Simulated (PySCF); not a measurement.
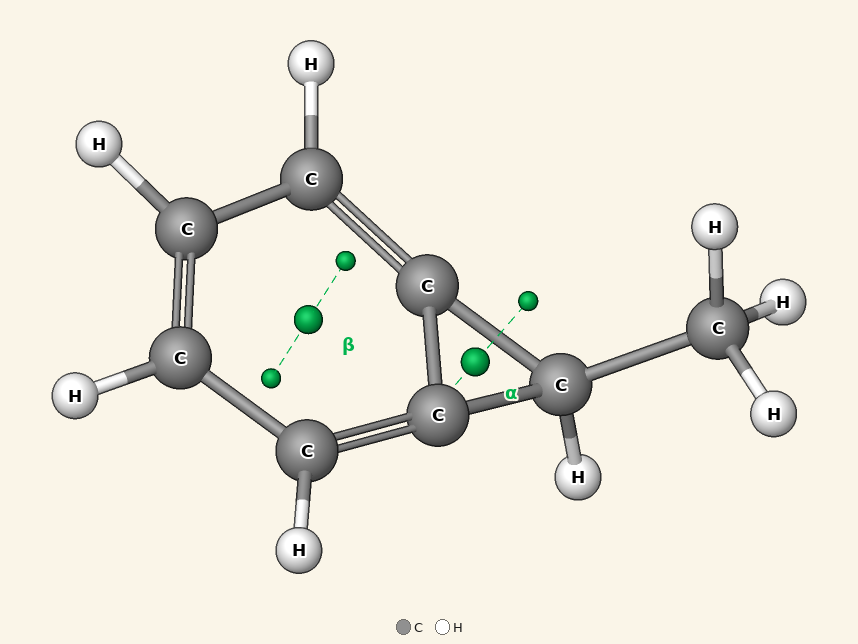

The small points mark where nucleus-independent chemical shifts (NICS) were computed: at the centre of each lettered ring and 1 Å above and below it. Geometry: a frame of a GFN2-xTB molecular-dynamics simulation, not a minimum. Properties computed with GIAO PBE0/pcSseg-1 NMR shielding, non-relativistic, gas phase (PySCF 2.14.0).

Give NICS(0), NICS(1) and the out-of-plane component NICS(1)zz for each ring (means of the two sides).

```
ring  members  NICS(0)  NICS(1)  NICS(1)zz
   α       C3    −21.9     −6.9      −12.6
   β       C6     −8.4    −11.5      −27.3
```

Values in ppm.

What do the values say about the ring currents?

Ring β: diatropic, as in an aromatic ring. NICS is one index among several.
